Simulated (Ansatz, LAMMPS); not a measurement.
# Liquid Cu32Mg68 (at. %) at 1900 K (72 atoms): support functions against a reference, part 2 of 2

Aim: test how closely localised support functions follow the reference on liquid Cu32Mg68 (at. %) at 1900 K (72 atoms), and at what cost. A setting counts as converged where the r.m.s. difference of forces stays under 1 % of the r.m.s. force.

Ansatz 0.2.0; Kohn-Sham DFT, PBE, PAW (set soft_2), plane waves.

The cell: 23 Cu and 49 Mg. The network of bonds at the start is that of the classical potential that made the cell.

So far. Step 4 (Support functions medium): Forces differ from the reference by 0.79 meV/Å r.m.s., 0.10 % of their size, well within a tolerance of 1 %; the energy by -1.2 meV/atom.

## 5. Support functions low

The level low is asked for. Here it resolves to the same grid and radius as in the run with support functions medium, so the basis is not new.

This step: Kohn-Sham DFT, PBE, PAW (set soft_2), localised support functions (low) (Ansatz 0.2.0).

input.yaml reads:

```yaml
crystal:
  lattice:
    - [12.22326, 0.0, 0.0]
    - [0.0, 12.22326, 0.0]
    - [0.0, 0.0, 12.22326]
  atoms:
    [... the 72 atom lines of step 3 ...]
kpoints:
  mp_grid: { grid: [2, 2, 2] }
hamiltonian:
  xc: pbe
scf:
  occupations: { method: methfessel_paxton, width: 0.15 }
  eigensolver: { kind: { support_functions: { accuracy: low } } }
  max_iter: 150
output:
  forces: true
```

Launch:

```
$ ansatz run input.yaml --threads 4 --pin off --max-ram 8192MiB --backend cpu --events-out ev --progress --plain --runs-dir out
```

Numbers of over 12 decimals in the logs are rounded to 6 here.

The log of the run:

```text
[...]
Crystal: 72 atoms, lattice volume = 1826.254 Å³
Basis set: ecut = 420 eV, 35729 PW (Γ), exchange–correlation on 180×180×180 points (8 copies of the dense FFT grid, shifted against one another)
Bands: 557, of which v1, the nominal top of the filled ones, is band 464 counted from 1 (463 counted from 0)
Symmetry: 1 space group operations
k-points: 8
[...]
Eigensolver: Support functions (low, 54×54×54 points, laid for a spacing of at most 0.228497 Å, radius 4.349527 Å, up to 4.528343 Å in less dense regions, 1 species' potentials softened for the grid, 2 wholly corrected for its errors in the mean over positions, 2 with the egg-box correction, energy correction by stochastic trace)
[...]
SCF iter   1: F=—  HF=-246675.859903 eV  |F-HF|=—  |Δ(HF+E_count)|=         —  Δρ=3.59e-1  dr2=2.49e3  ethr=1.00e-1
[...]
SCF iter  22: F=—  HF=-246611.668075 eV  |F-HF|=—  |Δ(HF+E_count)|=   2.48e-3  S|Δr|=    0.00e0  Δρ=2.49e-5  dr2=1.69e-5  ethr=6.53e-9  κ⁻¹=8.6e-4(r=7)
SCF iter  23: F=-246611.670204 eV  HF=-246611.670209 eV  |F-HF|=5.00e-6  |Δ(HF+E_count)|=   2.13e-3  S|Δr|=    0.00e0  Δρ=1.83e-5  dr2=7.03e-6  ethr=1.82e-9
SCF 1 converged in 23 iterations: F = -246611.708474 eV  dr2 = 7.03e-6
[...]
SCF converged after 23 iterations
[...]
Free energy (F): -246611.708474 eV
[...]
Internal energy: -246611.699348 eV  (E = F + TS)
E sigma→0 (E₀):  -246611.706193 eV
Entropy (-TS):   -0.009126 eV (-0.127 meV/atom)
Fermi energy:    5.153903 eV
[...]
Σ components = -246611.708474   (vs F -246611.708474, Δ=0.00e0)
--- Forces (eV/Å), atoms counted from 1 ---
  atom   1  Cu     1.12808001     0.43572356     0.48773040
  atom   2  Cu    -0.19718709    -0.60171465     0.84302008
  atom   3  Cu     0.50853772     0.49435234    -0.02575213
  atom   4  Cu     0.79885442    -1.82712358    -2.84955801
[...]
atom  72  Mg    -0.04589853    -1.20359461    -0.84939594
  max |Σ_I F_I| component: 3.79e-3 eV/Å
--- Band table (eV; the first three rows and the last of 8) ---
[...]
```

Elapsed: 4.2 min, on 4 threads of Arm Neoverse V2, shared host; peak memory 3.6 GiB; 16 min of CPU time.

Keys that differ from the reference: support_functions.accuracy = "low" and scf.max_iter = 150.

Forces differ from the reference by 0.82 meV/Å r.m.s., 0.10 % of their size, well within a tolerance of 1 %; the energy by -1.2 meV/atom.

## 6. Support functions medium, radius 4.22 Å

The radius confines each support function; a larger one gives more freedom and more work per atom.

This step: Kohn-Sham DFT, PBE, PAW (set soft_2), localised support functions (medium) (Ansatz 0.2.0).

input.yaml, the sections that differ from step 5:

```yaml
scf:
  occupations: { method: methfessel_paxton, width: 0.15 }
  eigensolver: { kind: { support_functions: { accuracy: medium, radius: 4.22 } } }
  max_iter: 150
# crystal, kpoints, hamiltonian, output: as in step 5
```

The log of the run:

```text
[...]
Crystal: 72 atoms, lattice volume = 1826.254 Å³
Basis set: ecut = 420 eV, 35729 PW (Γ), exchange–correlation on 180×180×180 points (8 copies of the dense FFT grid, shifted against one another)
Bands: 557, of which v1, the nominal top of the filled ones, is band 464 counted from 1 (463 counted from 0)
Symmetry: 1 space group operations
k-points: 8
[...]
SCF iter   1: F=—  HF=-246671.865420 eV  |F-HF|=—  |Δ(HF+E_count)|=         —  Δρ=3.54e-1  dr2=2.41e3  ethr=1.00e-1
[...]
SCF iter  24: F=—  HF=-246611.658843 eV  |F-HF|=—  |Δ(HF+E_count)|=   2.52e-3  S|Δr|=    0.00e0  Δρ=8.96e-6  dr2=2.44e-6  ethr=7.32e-10  κ⁻¹=1.2e-4(r=7)
SCF iter  25: F=-246611.658842 eV  HF=-246611.658843 eV  |F-HF|=6.30e-7  |Δ(HF+E_count)|=   1.60e-7  S|Δr|=    0.00e0  Δρ=5.86e-6  dr2=9.58e-7  ethr=2.63e-10
SCF 1 converged in 25 iterations: F = -246611.707584 eV  dr2 = 9.58e-7
[...]
SCF converged after 25 iterations
[...]
Free energy (F): -246611.707584 eV
[...]
Internal energy: -246611.698500 eV  (E = F + TS)
E sigma→0 (E₀):  -246611.705313 eV
Entropy (-TS):   -0.009084 eV (-0.126 meV/atom)
Fermi energy:    5.154165 eV
[...]
Σ components = -246611.707584   (vs F -246611.707584, Δ=0.00e0)
--- Forces (eV/Å), atoms counted from 1 ---
  atom   1  Cu     1.12803868     0.43640420     0.48616302
  atom   2  Cu    -0.19773736    -0.60096990     0.84310172
  atom   3  Cu     0.50857968     0.49344442    -0.02541013
  atom   4  Cu     0.79885165    -1.82759261    -2.85003636
[...]
atom  72  Mg    -0.04619185    -1.20319696    -0.84953599
  max |Σ_I F_I| component: 5.39e-3 eV/Å
--- Band table (eV; the first three rows and the last of 8) ---
[...]
```

Wall time 4.2 min (4 threads); peak memory 3.5 GiB; 16 min of CPU time.

Keys that differ from the reference: support_functions.accuracy = "medium", support_functions.radius = 4.22 and scf.max_iter = 150.

Forces differ from the reference by 0.92 meV/Å r.m.s., 0.12 % of their size, well within a tolerance of 1 %; the energy by -1.2 meV/atom.

## 7. Support functions medium, radius 4.57 Å

The radius confines each support function; a larger one gives more freedom and more work per atom.

input.yaml, the sections that differ from step 6:

```yaml
scf:
  occupations: { method: methfessel_paxton, width: 0.15 }
  eigensolver: { kind: { support_functions: { accuracy: medium, radius: 4.57 } } }
  max_iter: 150
# crystal, kpoints, hamiltonian, output: as in step 6
```

The log of the run:

```text
[...]
Crystal: 72 atoms, lattice volume = 1826.254 Å³
Basis set: ecut = 420 eV, 35729 PW (Γ), exchange–correlation on 180×180×180 points (8 copies of the dense FFT grid, shifted against one another)
Bands: 557, of which v1, the nominal top of the filled ones, is band 464 counted from 1 (463 counted from 0)
Symmetry: 1 space group operations
k-points: 8
[...]
SCF iter   1: F=—  HF=-246681.342934 eV  |F-HF|=—  |Δ(HF+E_count)|=         —  Δρ=3.66e-1  dr2=2.61e3  ethr=1.00e-1
[...]
SCF iter  24: F=—  HF=-246611.686160 eV  |F-HF|=—  |Δ(HF+E_count)|=   1.21e-3  S|Δr|=    0.00e0  Δρ=1.15e-5  dr2=3.04e-6  ethr=5.75e-10  κ⁻¹=2.5e-4(r=7)
SCF iter  25: F=-246611.686159 eV  HF=-246611.686160 eV  |F-HF|=5.65e-7  |Δ(HF+E_count)|=   1.77e-7  S|Δr|=    0.00e0  Δρ=5.86e-6  dr2=9.40e-7  ethr=3.28e-10
SCF 1 converged in 25 iterations: F = -246611.709868 eV  dr2 = 9.40e-7
[...]
SCF converged after 25 iterations
[...]
Free energy (F): -246611.709868 eV
[...]
Internal energy: -246611.700677 eV  (E = F + TS)
E sigma→0 (E₀):  -246611.707570 eV
Entropy (-TS):   -0.009191 eV (-0.128 meV/atom)
Fermi energy:    5.153647 eV
[...]
Σ components = -246611.709868   (vs F -246611.709868, Δ=0.00e0)
--- Forces (eV/Å), atoms counted from 1 ---
  atom   1  Cu     1.12846418     0.43611543     0.48769125
  atom   2  Cu    -0.19727163    -0.60192041     0.84330160
  atom   3  Cu     0.50831757     0.49512699    -0.02529660
  atom   4  Cu     0.79978369    -1.82732823    -2.84944118
[...]
atom  72  Mg    -0.04579980    -1.20350155    -0.84899847
  max |Σ_I F_I| component: 4.69e-3 eV/Å
--- Band table (eV; the first three rows and the last of 8) ---
[...]
```

Elapsed: 5.5 min, on 4 threads; peak memory 3.9 GiB.

Keys that differ from the reference: support_functions.accuracy = "medium", support_functions.radius = 4.57 and scf.max_iter = 150.

Forces differ from the reference by 0.68 meV/Å r.m.s., 0.087 % of their size, well within a tolerance of 1 %; the energy by -1.3 meV/atom.

## 8. Cost against change

Each row is set against the plane-wave reference (Kohn-Sham DFT, PBE, PAW (set soft_2), plane waves; r.m.s. force component 0.784 eV/Å). Energies are set beside the reference only for runs with its functional, potentials and electron count. Times are for 4 threads of Arm Neoverse V2, shared host. The reference's time includes the DOS, the stress and grids, which some other runs skip.

```tsv
run	Δ force, r.m.s. (meV/Å)	share of r.m.s. force (%)	Δ energy (meV/atom)	cycles	time	host memory (GiB)
reference	-	-	-	11	7.6 min	6.8
support functions medium	0.79	0.101	-1.24	25	4.5 min	3.6
support functions low	0.818	0.104	-1.23	23	4.2 min	3.6
support functions medium, radius 4.22 Å	0.924	0.118	-1.22	25	4.2 min	3.5
support functions medium, radius 4.57 Å	0.68	0.0868	-1.25	25	5.5 min	3.9
```

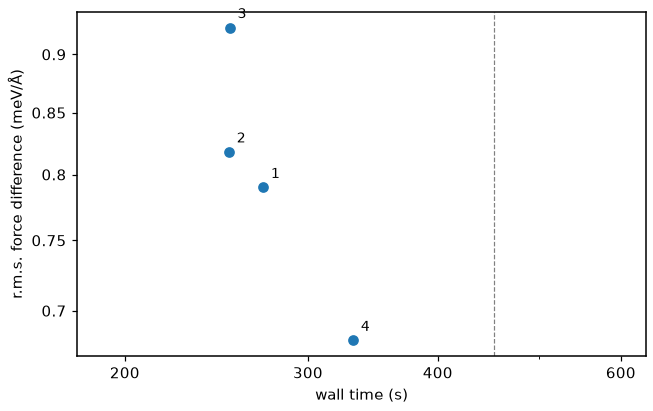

Force difference from the reference against wall time; the dashed line marks the reference's time. Points: 1 support functions medium; 2 support functions low; 3 support functions medium, radius 4.22 Å; 4 support functions medium, radius 4.57 Å.

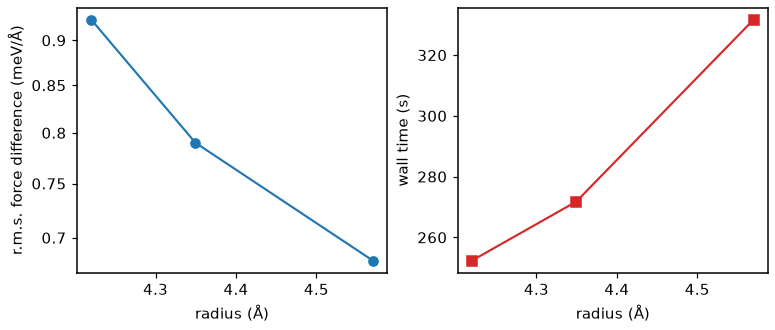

Force difference and time against the radius.

## 9. The reference in detail

With the settings judged, the reference run is read for its physics.

Neighbours are counted within 3.62 Å (Mg-Mg), 3.62 Å (Mg-Cu), 3.62 Å (Cu-Cu), cutoffs set anew for this text.

Length of the force by element and coordination:

```tsv
element	coordination	atoms	mean length of the force (eV/Å)	spread	least	most
Cu	all	23	1.31	0.935	0.186	3.48
Cu	6	5	0.756	0.521	0.294	1.66
Cu	7	4	1.84	0.966	1.01	3.48
Cu	8	5	0.893	0.431	0.307	1.61
Cu	9	5	1.54	1.18	0.186	2.97
Cu	10	4	1.70	0.821	0.466	2.74
Mg	all	49	1.04	0.635	0.152	3.07
Mg	4	2	0.917	0.643	0.274	1.56
Mg	5	2	1.42	0.793	0.632	2.22
Mg	6	12	1.09	0.781	0.160	3.07
Mg	7	9	1.04	0.482	0.152	1.89
Mg	8	16	1.13	0.609	0.323	2.34
Mg	9	6	0.585	0.305	0.235	1.09
Mg	10	2	1.17	0.116	1.05	1.28
```

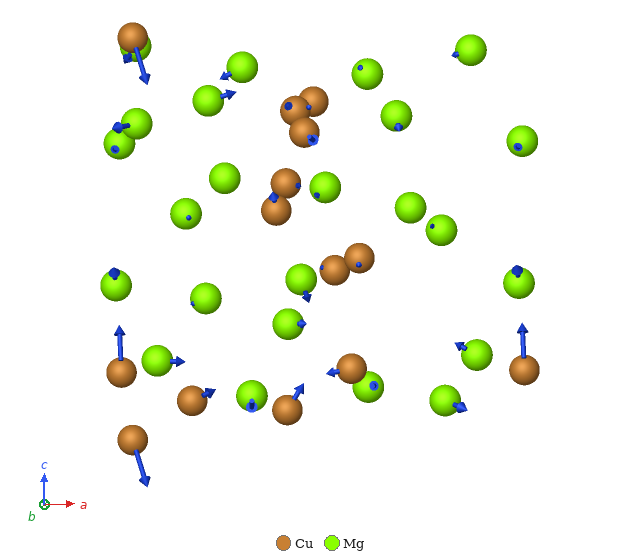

Forces as arrows; the longest in the cell is 3.48 eV/Å. Drawn is a slice 6 Å thick, seen along the normal of the ac plane.

States in the cell by windows of 1 eV, zero at the Fermi level; the larger projections on atomic orbitals stand beside the total:

```tsv
from (eV)	to (eV)	total	Cu d	Mg s	Cu s
-10	-7	0.0	0.0	0.0	0.0
-7	-6	5.9	0.1	2.8	2.9
-6	-5	11.5	0.4	6.1	4.9
-5	-4	21.5	4.8	10.8	5.4
-4	-3	94.5	74.3	13.5	5.1
-3	-2	151.1	132.4	11.0	4.7
-2	-1	37.8	13.1	13.7	5.4
-1	0	28.6	2.0	10.1	4.2
0	1	36.2	1.1	8.6	3.6
1	2	32.8	0.5	5.4	2.2
2	3	37.2	0.3	4.1	1.8
```

The curve was stored every 0.100 eV, coarse against its broadening of 0.08 eV, so these counts are rough.

The stored curve holds about 351 of the 927 electrons; the rest, give or take the few that broadening carries across the Fermi level, lie in deeper levels below its range.

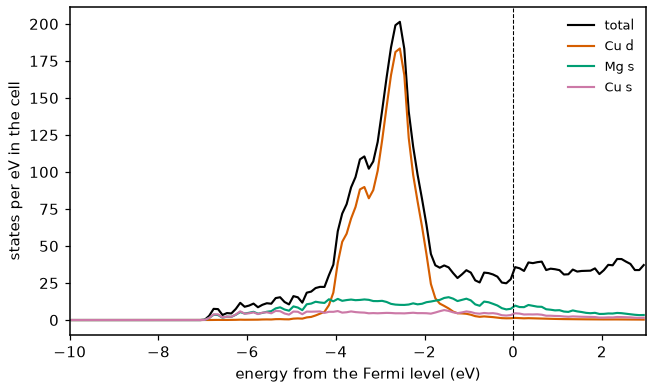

Total and projected density of states, with the broadening of the input.

The levels nearest the highest filled one (over half full), pooled over k-points and spins:

```tsv
level less the highest filled one (eV)	occupation
-0.062	1.65
-0.0521	1.57
-0.0468	1.52
-0.0427	1.48
-0.0196	1.24
0	1.02
0.0111	0.894
0.0128	0.874
0.015	0.85
0.0186	0.81
0.0285	0.702
0.029	0.697
```

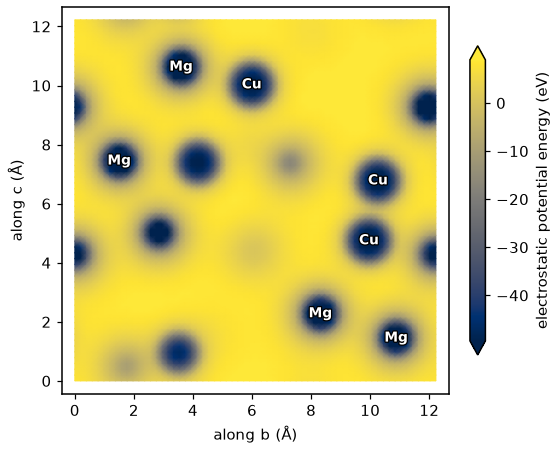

Electrostatic potential energy in the bc plane at fractional x = 0.029, with atoms of Cu and Mg within 0.2 Å of it. With pseudopotentials it is smooth inside the atoms' cores, unlike the true potential. The map starts off the cell's origin, so that atoms lie inside it.

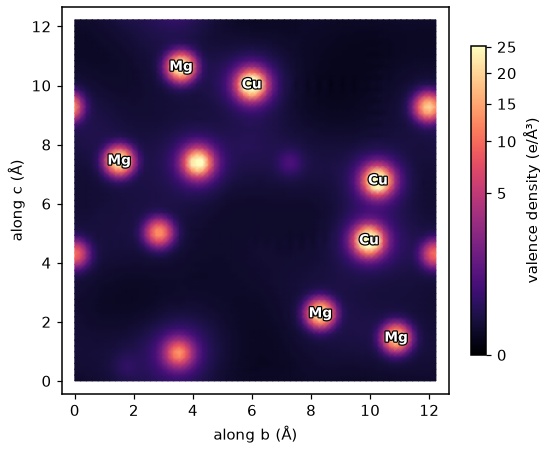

Valence density in the bc plane at fractional x = 0.029, with atoms of Cu and Mg within 0.2 Å of it. It is the smooth field of the valence electrons, not physical close to the nuclei. The map starts off the cell's origin, so that atoms lie inside it. The colour scale is stretched toward low values.

## 10. Distances and neighbours

Bonds and neighbours are counted at the geometry of the runs.

Density 2.41 g/cm³, 25.36 Å³ an atom.

g(r), total and by pair (bins of 0.2 Å):

```tsv
r (Å)	total	Mg-Mg	Mg-Cu	Cu-Cu
2.00	0.07	0.00	0.00	0.64
2.20	0.45	0.00	0.90	0.53
2.40	1.07	0.10	1.68	2.87
2.60	1.25	0.71	1.63	2.09
2.80	1.97	1.55	2.71	0.71
3.00	1.62	1.39	1.80	1.84
3.20	1.43	1.79	1.25	0.52
3.40	0.80	1.06	0.66	0.23
3.60	0.61	0.85	0.40	0.42
3.80	0.91	1.12	0.58	1.35
4.00	1.04	1.10	1.09	0.52
4.20	0.94	1.00	0.88	0.92
4.40	0.86	0.97	0.77	0.70
4.60	0.76	0.74	0.91	0.13
4.80	1.10	1.13	1.15	0.73
5.00	1.07	0.94	1.31	0.56
5.20	1.11	0.91	1.35	1.01
5.40	1.00	0.87	0.90	1.99
5.60	0.97	0.91	0.99	1.23
5.80	1.10	1.02	1.21	0.98
6.00	1.00	1.01	1.00	0.98
```

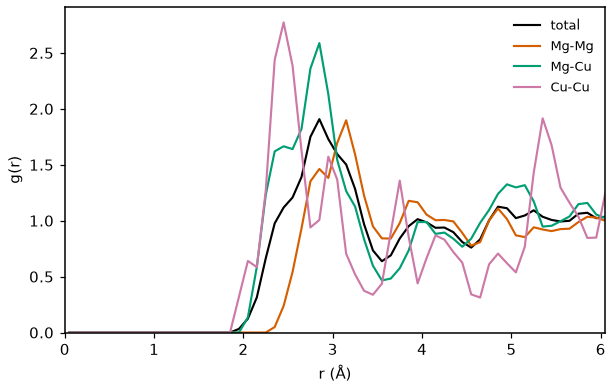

Pair distribution functions, lightly smoothed.

Neighbours by pair of elements; one cutoff, the widest of the pairs' first minima of g(r), serves all pairs of this metal (cutoffs were set anew for this text, so counts can differ from the run's own analysis):

```tsv
pair A-B	cutoff (Å)	bonds	mean length (Å)	spread (Å)	shortest (Å)	B about A	A about B
Mg-Mg	3.62	111	3.11	0.272	2.48	4.53	4.53
Mg-Cu	3.62	133	2.88	0.35	2.18	2.71	5.78
Cu-Cu	3.62	25	2.75	0.379	2.08	2.17	2.17
```

How many atoms have how many bonded neighbours:

```tsv
element	mean	4	5	6	7	8	9	10
Cu	7.96	0	0	5	4	5	5	4
Mg	7.25	2	2	12	9	16	6	2
```

With the cutoffs above, 33 % of Mg atoms have 8 bonded neighbours.

The surroundings of Mg41, picked at random, nearest first, numbered as they follow in the input and with coordinates relative to it.

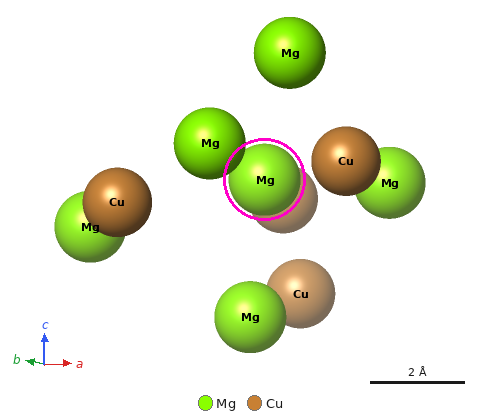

The atoms of the table, within 3.9 Å (arrows a, b, c point along x, y, z); some may hide others; the central atom is ringed.

```tsv
atom	x	y	z	distance (Å)	bonds	Fx	Fy	Fz (eV/Å)
Mg41	0.00	0.00	0.00	0.00	6	-0.93	0.41	0.50
Cu5	1.57	1.85	-0.63	2.50	9	-0.08	0.95	2.81
Cu15	0.49	-2.57	0.64	2.70	7	-0.90	0.20	0.41
Mg35	2.45	-1.13	-0.02	2.70	10	1.27	-0.18	-0.04
Mg60	-2.32	-1.56	0.99	2.96	8	-0.29	-0.31	-0.37
Mg28	-0.17	0.15	-2.97	2.98	5	-0.61	0.03	-0.18
Cu4	1.89	1.54	-2.65	3.60	7	0.80	-1.83	-2.85
Cu6	-3.82	-0.28	-0.37	3.85	9	-1.11	0.01	-0.22
Mg26	-3.16	1.94	-1.12	3.87	6	0.37	0.89	-0.01
Mg32	-0.84	-2.33	2.98	3.88	8	0.96	-0.60	0.03
```

The column of bonds counts only the pairs Mg-Mg within 3.62 Å, Mg-Cu within 3.62 Å, Cu-Cu within 3.62 Å; other neighbours, such as metal atoms beside each other in a compound, aren't counted, and periodic images can show an atom twice.

## 11. Summary of results

| Property | Result |
| --- | --- |
| free energy per atom | -3425.1614 eV/atom |
| pressure | -0.218 GPa |
| r.m.s. force component | 0.7836 eV/Å |
| wall time of the 5 DFT runs | 26 min |

In words: Against plane waves at 420 eV, the forces differ by 0.79 meV/Å (0.10 %) with support functions medium, and by 0.68 meV/Å in the closest run (support functions medium, radius 4.57 Å). Differences between support functions and plane waves include what basis error the plane-wave run still has. As the radius goes from 4.22 to 4.57 Å, the force difference goes from 0.92 to 0.68 meV/Å, and the time from 4.2 min to 5.5 min.

30 levels are partly filled, by over 2 % (on the run's k-points), as in a metal. With the cutoffs above, 33 % of Mg atoms have 8 bonded neighbours.

**Limits.** The force components of 0.78 eV/Å r.m.s. come partly from thermal motion and partly from the difference between the classical potential and DFT. The pressure of a single frame lacks the kinetic term.

[Logs are printed without paths, hosts, clocks, repeated set-up lines and the standing remarks that a program may print on its own settings, such as how far it seeks lower states.]

[Hosts, paths, dates, database ids (printed as entryN), source tags and the programs' standing remarks are cut or masked in the printed files.]
